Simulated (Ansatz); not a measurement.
# C2H3GaO2: geometry relaxation (part 1 of 2)

C2H3GaO2, computed with RKS PBE0-D4/def2-TZVP (Ansatz 0.2.0).

The geometry: GFN2-xTB start. Figures and captions count atoms from 1; the log counts them from 0 in places.

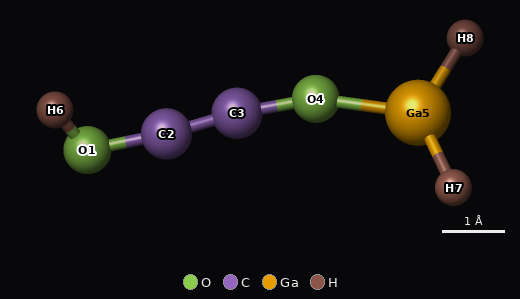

*The input geometry (ball-and-stick view, seen at a tilt; atoms are numbered from 1 in the order of the input). Sticks mark near contacts.*

Bond lengths as drawn: C–C 1.20 Å, C–O 1.31 to 1.32 Å, Ga–H 1.54 to 1.56 Å, Ga–O 1.72 Å and H–O 0.97 Å.

Results in brief

```json
{"quantity": "outcome", "value": "converged"}
{"quantity": "total energy", "value": "−58580.9931 eV"}
{"quantity": "mean-field energy", "value": "−58580.8665 eV"}
{"quantity": "dispersion energy", "value": "−0.1266 eV"}
{"quantity": "SCF solution under orbital rotations", "value": "stable"}
{"quantity": "largest force (length of the vector) at the end", "value": "0.006 eV/Å"}
{"quantity": "dipole moment", "value": "2.19 D"}
{"quantity": "hardware", "value": "4 threads of Arm Neoverse V2, 23 GiB of memory available, shared host"}
{"quantity": "wall time", "value": "91 s (CPU time 5.7 min)"}
{"quantity": "peak memory", "value": "0.48 GiB"}
```

The input
```yaml
crystal:
  periodic: [false, false, false]
  atoms:
    - {symbol: O, position_ang: [1.522150, 1.369190, 2.336770]}
    - {symbol: C, position_ang: [0.851480, 0.768990, 1.373970]}
    - {symbol: C, position_ang: [0.340210, 0.014830, 0.592590]}
    - {symbol: O, position_ang: [-0.280500, -0.600240, -0.377510]}
    - {symbol: Ga, position_ang: [-0.930160, -0.907970, -1.945500]}
    - {symbol: H, position_ang: [0.933940, 1.586180, 3.070420]}
    - {symbol: H, position_ang: [-0.848150, 0.066120, -3.158250]}
    - {symbol: H, position_ang: [-1.588960, -2.297090, -1.892490]}
basis:
  gaussian: {orbitals: def2-TZVP}
hamiltonian: {xc: pbe0, dispersion: d4}
relax: {f_tol: 0.005, max_steps: 150}
```

Run as:
```bash
ansatz run in.yaml --threads 4 --pin off --events-out ev --progress --plain --max-ram 10444MiB
```

Output
```
Functional definition: PBE0
  name "PBE0"
  cite "Adamo & Barone, J. Chem. Phys. 110, 6158 (1999) doi:10.1063/1.478522"
  cite "Perdew, Burke & Ernzerhof, Phys. Rev. Lett. 77, 3865 (1996) doi:10.1103/PhysRevLett.77.3865"
  parent pbe
  parameter a = 0.25
  parameter kappa = 0.804
  parameter beta = 0.06672455060314922
  exchange = (1 - a)*pbe_x(kappa = kappa, mu = beta*pi^2/3) + a*exact_x
  correlation = pbe_c(beta = beta)
1207 factors; their error is unknown
mean field evaluation 1: about -58573.8103 eV, gradient 6.1e1 eV
mean field evaluation 2: about -58560.5890 eV, gradient 9.9e1 eV
mean field evaluation 4: about -58580.1728 eV, gradient 8.3e0 eV
mean field evaluation 8: about -58580.3027 eV, gradient 1.7e-1 eV
mean field evaluation 16: about -58580.5113 eV, gradient 3.6e-4 eV
mean field -58580.51128506 eV, -2152.7940824293 hartree, gradient 5.6e-5 eV, S^2 0.000000; 0 other end points of the search recorded, 0 dependent functions left out
the calculation of the forces begins
reference -58580.51131907 eV, -2152.7940836791 hartree; 31, 31 occupied and 159, 159 virtual orbitals, 1207 factors
relax step   1: F+E_penalty+E_count = -58580.63239770 eV  Δ(F+E_penalty+E_count) = +0.000e0 eV  max|allowed force component| = 2.601e0 eV/Å  Δτ_max = 0.0000 Å  (30 SCF iters, accepted)
these checks for a lower state are left out or cut short: starts, cluster_reference, orbital_swaps, neighbouring_geometries, increment
1207 factors; their error is unknown
mean field -58580.60214632 eV, -2152.7974215190 hartree, gradient 1.1e-5 eV, S^2 0.000000; 0 other end points of the search recorded, 0 dependent functions left out
[... from here on the field's lines of each further geometry are left out, up to the last ...]
relax step   2: F+E_penalty+E_count = -58580.72314367 eV  Δ(F+E_penalty+E_count) = -9.075e-2 eV  max|allowed force component| = 1.430e0 eV/Å  Δτ_max = 0.0954 Å  (33 SCF iters, accepted)
relax step   3: F+E_penalty+E_count = -58580.77296733 eV  Δ(F+E_penalty+E_count) = -4.982e-2 eV  max|allowed force component| = 9.892e-1 eV/Å  Δτ_max = 0.1323 Å  (39 SCF iters, accepted)
relax step   4: F+E_penalty+E_count = -58580.86387069 eV  Δ(F+E_penalty+E_count) = -9.090e-2 eV  max|allowed force component| = 6.836e-1 eV/Å  Δτ_max = 0.1281 Å  (33 SCF iters, accepted)
relax step   5: F+E_penalty+E_count = -58580.92894746 eV  Δ(F+E_penalty+E_count) = -6.508e-2 eV  max|allowed force component| = 5.491e-1 eV/Å  Δτ_max = 0.1980 Å  (40 SCF iters, accepted)
relax step   6: F+E_penalty+E_count = -58580.97858116 eV  Δ(F+E_penalty+E_count) = -4.963e-2 eV  max|allowed force component| = 2.809e-1 eV/Å  Δτ_max = 0.2000 Å  (40 SCF iters, accepted)
relax step   7: F+E_penalty+E_count = -58580.98730524 eV  Δ(F+E_penalty+E_count) = -8.724e-3 eV  max|allowed force component| = 2.489e-1 eV/Å  Δτ_max = 0.1064 Å  (32 SCF iters, accepted)
relax step   8: F+E_penalty+E_count = -58580.98809835 eV  Δ(F+E_penalty+E_count) = -7.931e-4 eV  max|allowed force component| = 1.219e-1 eV/Å  Δτ_max = 0.0739 Å  (33 SCF iters, accepted)
relax step   9: F+E_penalty+E_count = -58580.99062138 eV  Δ(F+E_penalty+E_count) = -2.523e-3 eV  max|allowed force component| = 3.401e-2 eV/Å  Δτ_max = 0.0851 Å  (32 SCF iters, accepted)
relax step  10: F+E_penalty+E_count = -58580.99128615 eV  Δ(F+E_penalty+E_count) = -6.648e-4 eV  max|allowed force component| = 2.422e-2 eV/Å  Δτ_max = 0.0515 Å  (34 SCF iters, accepted)
relax step  11: F+E_penalty+E_count = -58580.92450709 eV  Δ(F+E_penalty+E_count) = +6.678e-2 eV  max|allowed force component| = 1.831e0 eV/Å  Δτ_max = 0.1963 Å  (41 SCF iters, rejected (line search))
relax step  12: F+E_penalty+E_count = -58580.99192422 eV  Δ(F+E_penalty+E_count) = -6.381e-4 eV  max|allowed force component| = 6.921e-3 eV/Å  Δτ_max = 0.0635 Å  (34 SCF iters, accepted)
relax step  13: F+E_penalty+E_count = -58580.98543738 eV  Δ(F+E_penalty+E_count) = +6.487e-3 eV  max|allowed force component| = 6.657e-1 eV/Å  Δτ_max = 0.0977 Å  (33 SCF iters, rejected (line search))
relax step  14: F+E_penalty+E_count = -58580.99233645 eV  Δ(F+E_penalty+E_count) = -4.122e-4 eV  max|allowed force component| = 1.252e-2 eV/Å  Δτ_max = 0.0488 Å  (34 SCF iters, accepted)
relax step  15: F+E_penalty+E_count = -58580.99225039 eV  Δ(F+E_penalty+E_count) = +8.606e-5 eV  max|allowed force component| = 1.657e-1 eV/Å  Δτ_max = 0.0488 Å  (34 SCF iters, rejected (line search))
relax step  16: F+E_penalty+E_count = -58580.99250687 eV  Δ(F+E_penalty+E_count) = -1.704e-4 eV  max|allowed force component| = 1.158e-2 eV/Å  Δτ_max = 0.0244 Å  (35 SCF iters, accepted)
relax step  17: F+E_penalty+E_count = -58580.99247233 eV  Δ(F+E_penalty+E_count) = +3.454e-5 eV  max|allowed force component| = 4.911e-2 eV/Å  Δτ_max = 0.0245 Å  (35 SCF iters, rejected (line search))
relax step  18: F+E_penalty+E_count = -58580.99260005 eV  Δ(F+E_penalty+E_count) = -9.318e-5 eV  max|allowed force component| = 9.233e-3 eV/Å  Δτ_max = 0.0119 Å  (35 SCF iters, accepted)
relax step  19: F+E_penalty+E_count = -58580.99267514 eV  Δ(F+E_penalty+E_count) = -7.509e-5 eV  max|allowed force component| = 1.453e-2 eV/Å  Δτ_max = 0.0123 Å  (35 SCF iters, accepted)
relax step  20: F+E_penalty+E_count = -58580.99276879 eV  Δ(F+E_penalty+E_count) = -9.365e-5 eV  max|allowed force component| = 2.799e-2 eV/Å  Δτ_max = 0.0184 Å  (35 SCF iters, accepted)
relax step  21: F+E_penalty+E_count = -58580.99281619 eV  Δ(F+E_penalty+E_count) = -4.740e-5 eV  max|allowed force component| = 7.071e-2 eV/Å  Δτ_max = 0.0274 Å  (34 SCF iters, accepted)
relax step  22: F+E_penalty+E_count = -58580.99287824 eV  Δ(F+E_penalty+E_count) = -6.205e-5 eV  max|allowed force component| = 4.986e-2 eV/Å  Δτ_max = 0.0081 Å  (36 SCF iters, accepted)
relax step  23: F+E_penalty+E_count = -58580.99297271 eV  Δ(F+E_penalty+E_count) = -9.446e-5 eV  max|allowed force component| = 8.248e-3 eV/Å  Δτ_max = 0.0148 Å  (35 SCF iters, accepted)
relax step  24: F+E_penalty+E_count = -58580.99293912 eV  Δ(F+E_penalty+E_count) = +3.359e-5 eV  max|allowed force component| = 3.708e-2 eV/Å  Δτ_max = 0.0153 Å  (36 SCF iters, rejected (line search))
relax step  25: F+E_penalty+E_count = -58580.99298768 eV  Δ(F+E_penalty+E_count) = -1.497e-5 eV  max|allowed force component| = 7.689e-3 eV/Å  Δτ_max = 0.0074 Å  (36 SCF iters, accepted)
relax step  26: F+E_penalty+E_count = -58580.99300020 eV  Δ(F+E_penalty+E_count) = -1.252e-5 eV  max|allowed force component| = 1.153e-2 eV/Å  Δτ_max = 0.0056 Å  (36 SCF iters, accepted)
relax step  27: F+E_penalty+E_count = -58580.99302002 eV  Δ(F+E_penalty+E_count) = -1.982e-5 eV  max|allowed force component| = 2.288e-3 eV/Å  Δτ_max = 0.0097 Å  (36 SCF iters, accepted)
relax step  28: F+E_penalty+E_count = -58580.99302593 eV  Δ(F+E_penalty+E_count) = -5.915e-6 eV  max|allowed force component| = 1.186e-2 eV/Å  Δτ_max = 0.0145 Å  (35 SCF iters, accepted)
the calculation of the forces begins
reference -58580.86648888 eV, -2152.8071359287 hartree; 31, 31 occupied and 159, 159 virtual orbitals, 1207 factors
relax step  29: F+E_penalty+E_count = -58580.99302874 eV  Δ(F+E_penalty+E_count) = -2.813e-6 eV  max|allowed force component| = 4.349e-3 eV/Å  Δτ_max = 0.0013 Å  (38 SCF iters, accepted)
1207 factors; their error is unknown
mean field evaluation 224: about -58580.8665 eV, gradient 5.9e-3 eV
```

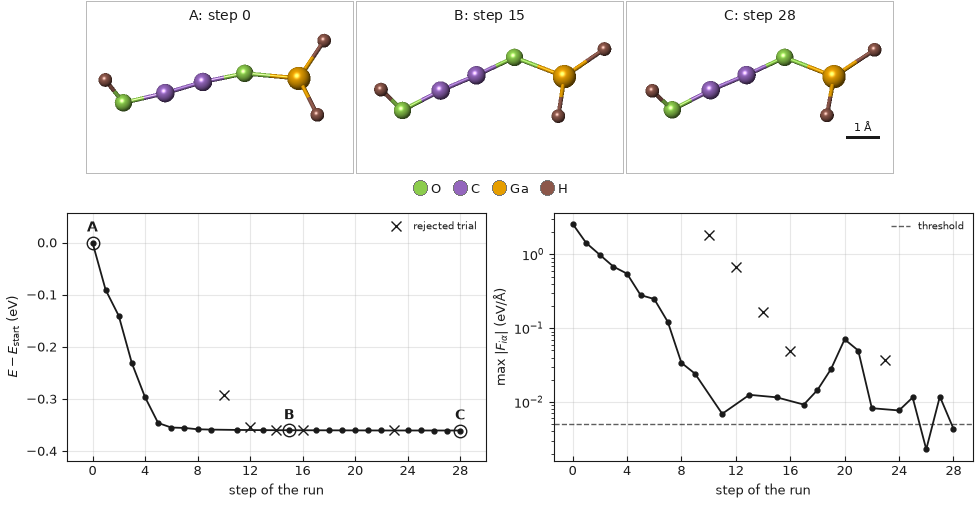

*Frames of the relaxation (ball-and-stick view, seen at a tilt) above the curves, on which the letters mark them (the first geometry is step 0 here and step 1 in the log).*

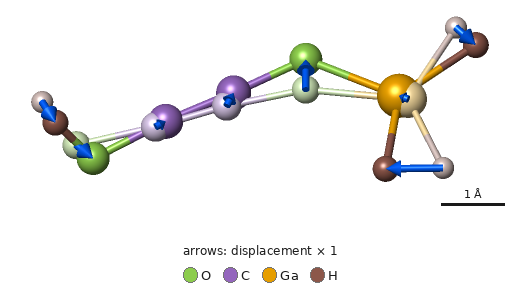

*Start (faint) and end (solid) with the displacements as blue arrows, at true length (ball-and-stick view, seen at a tilt). The two geometries are laid on each other by the best rigid fit.*

After 28 geometry steps the energy has fallen by 0.361 eV. The largest force component goes from 2.6 to 0.0043 eV/Å. The line search rejected the trial steps at points 10, 12, 14, 16, 23 (counted from 0) and went back. The atom that moves furthest after the best rigid fit is H7 (0.93 Å). By element the largest moves are H 0.93 Å, O 0.64 Å, C 0.27 Å, Ga 0.17 Å. Among the contacts that change: O4–Ga5 1.725 → 1.820 Å, Ga5–H8 1.538 → 1.552 Å, C3–O4 1.306 → 1.298 Å. Among the angles that change: C3–O4–Ga5 159.8° → 122.4°, O4–Ga5–H7 125.2° → 115.2°, C2–C3–O4 169.2° → 177.8°. (Atoms are counted from 1 in the order of the input.)

```
mean field -58580.86645627 eV, -2152.8071347305 hartree, gradient 1.0e-5 eV, S^2 0.000000; 1 other end points of the search recorded, 0 dependent functions left out
the calculation of the forces begins
reference -58580.86648888 eV, -2152.8071359287 hartree; 31, 31 occupied and 159, 159 virtual orbitals, 1207 factors
Total energy: -58580.99306135 eV, -2152.8117873813 hartree
Atom 0 at     1.498775     1.483879     1.960385 Å, force    -0.004349     0.001960     0.004235 eV/Å
Atom 1 at     0.778477     0.602957     1.292846 Å, force     0.001361    -0.000326    -0.000848 eV/Å
Atom 2 at     0.213959    -0.220956     0.631868 Å, force    -0.000832     0.000676     0.000244 eV/Å
Atom 3 at    -0.413358    -1.135358    -0.042240 Å, force     0.000343    -0.000474     0.001199 eV/Å
Atom 4 at    -0.899854    -0.905352    -1.780913 Å, force     0.000479     0.000003    -0.000561 eV/Å
Atom 5 at     0.958934     1.877209     2.654198 Å, force     0.003428    -0.002147    -0.004205 eV/Å
Atom 6 at    -0.532835     0.474877    -2.392764 Å, force    -0.000235     0.000007     0.000126 eV/Å
Atom 7 at    -1.604087    -2.177245    -2.323380 Å, force    -0.000195     0.000301    -0.000190 eV/Å
Dipole moment:    -0.358608     0.134500    -0.245871 e Å
```

Trajectory as extended XYZ (Å, eV, eV/Å), 29 frames, from step=1 to step=29
```
8
Properties=species:S:1:pos:R:3:forces:R:3 step=1 energy=-58580.63240
O     1.5221    1.3692    2.3368    0.0292   0.1459  -0.0157
C     0.8515    0.7690    1.3740    0.0929  -0.2176   0.4550
C     0.3402    0.0148    0.5926   -0.7103  -0.0904  -1.5489
O    -0.2805   -0.6002   -0.3775    1.1682   0.5405   2.6007
Ga   -0.9302   -0.9080   -1.9455   -0.5663  -0.1975  -1.4703
H     0.9339    1.5862    3.0704    0.0038  -0.0623  -0.1242
H    -0.8481    0.0661   -3.1582    0.1367   0.1549   0.1527
H    -1.5890   -2.2971   -1.8925   -0.1542  -0.2736  -0.0493
8
Properties=species:S:1:pos:R:3:forces:R:3 step=2 energy=-58580.72314
O     1.5150    1.4306    2.2876   -0.3406   0.1880   0.4319
C     0.8131    0.7958    1.3690    0.1363  -0.3581   0.1732
C     0.3312    0.0272    0.5798   -0.3386   0.3214  -0.8266
O    -0.2850   -0.6142   -0.3548    0.4971  -0.0239   1.4301
Ga   -0.9393   -0.9406   -1.9468   -0.3258  -0.0789  -0.8735
H     0.9759    1.5323    3.0931    0.3049  -0.0681  -0.4586
H    -0.7836    0.1030   -3.0985    0.0679   0.0093   0.1411
H    -1.6273   -2.3341   -1.9295   -0.0014   0.0102  -0.0175
8
Properties=species:S:1:pos:R:3:forces:R:3 step=3 energy=-58580.77297
O     1.4867    1.5220    2.2220   -0.7812  -0.0936   0.9725
C     0.7684    0.8223    1.3572    0.3231  -0.2749   0.0793
C     0.3159    0.0358    0.5669   -0.0859   0.6455  -0.2626
O    -0.3026   -0.6540   -0.3122   -0.1463  -0.6158   0.2944
Ga   -0.9580   -0.9706   -1.9460    0.0910   0.2183  -0.2069
H     1.0425    1.4587    3.1027    0.5976   0.1273  -0.9892
H    -0.6938    0.1453   -3.0110   -0.0334  -0.1134   0.0966
H    -1.6592   -2.3595   -1.9797    0.0350   0.1066   0.0159
8
Properties=species:S:1:pos:R:3:forces:R:3 step=4 energy=-58580.86387
O     1.4493    1.5658    2.1639   -0.3732  -0.0943   0.2079
C     0.7468    0.8055    1.3359    0.3324  -0.1894   0.0907
C     0.3024    0.0032    0.5583   -0.0385   0.6836   0.0287
O    -0.3289   -0.7611   -0.2469   -0.1922  -0.6497   0.0255
Ga   -0.9383   -0.9606   -1.9283    0.0824   0.2170  -0.0308
H     1.0749    1.4704    3.0545    0.1895   0.0733  -0.3244
H    -0.6441    0.2056   -2.9205   -0.0066  -0.0701   0.0432
H    -1.6620   -2.3290   -2.0170    0.0062   0.0296  -0.0407
8
Properties=species:S:1:pos:R:3:forces:R:3 step=5 energy=-58580.92895
O     1.4236    1.6024    2.0925   -0.1139  -0.0459  -0.4226
C     0.7383    0.7812    1.3100    0.3181  -0.0836   0.0650
C     0.2832   -0.0275    0.5483   -0.5491  -0.2248  -0.1032
O    -0.3686   -0.9226   -0.1396    0.2608   0.3666  -0.1309
Ga   -0.9305   -0.9271   -1.8815    0.1534  -0.1074   0.3155
H     1.0944    1.5122    2.9886   -0.0557   0.0102   0.2069
H    -0.5923    0.2691   -2.8163    0.0123   0.0293   0.1151
H    -1.6482   -2.2877   -2.1020   -0.0258   0.0555  -0.0458
8
Properties=species:S:1:pos:R:3:forces:R:3 step=6 energy=-58580.97858
O     1.3899    1.6351    1.9882    0.0066  -0.0025  -0.0424
C     0.7304    0.7153    1.3058    0.2031   0.2809   0.2720
C     0.2016   -0.0807    0.5875   -0.2565  -0.2343  -0.1920
O    -0.4158   -0.9913   -0.0978    0.0265  -0.0051  -0.0790
Ga   -0.9065   -0.9442   -1.8511    0.0605   0.0561   0.1589
H     1.1623    1.5903    2.9245   -0.0519  -0.0885  -0.1350
H    -0.5349    0.3432   -2.6396    0.0068  -0.0109   0.0256
H    -1.6271   -2.2676   -2.2175    0.0049   0.0042  -0.0082
8
Properties=species:S:1:pos:R:3:forces:R:3 step=7 energy=-58580.98731
O     1.3699    1.6519    1.9320    0.0031   0.0321   0.0771
C     0.7150    0.7106    1.2803   -0.0883  -0.1733  -0.1612
C     0.1778   -0.1140    0.5940    0.1403   0.2171   0.2489
O    -0.4216   -1.0484   -0.0706   -0.0604  -0.0510  -0.1029
Ga   -0.8958   -0.9321   -1.8223    0.0193  -0.0238   0.0540
H     1.1670    1.5905    2.8729    0.0039  -0.0020  -0.0807
H    -0.4934    0.3797   -2.5487   -0.0051   0.0063   0.0054
H    -1.6189   -2.2382   -2.2377   -0.0128  -0.0054  -0.0406
```
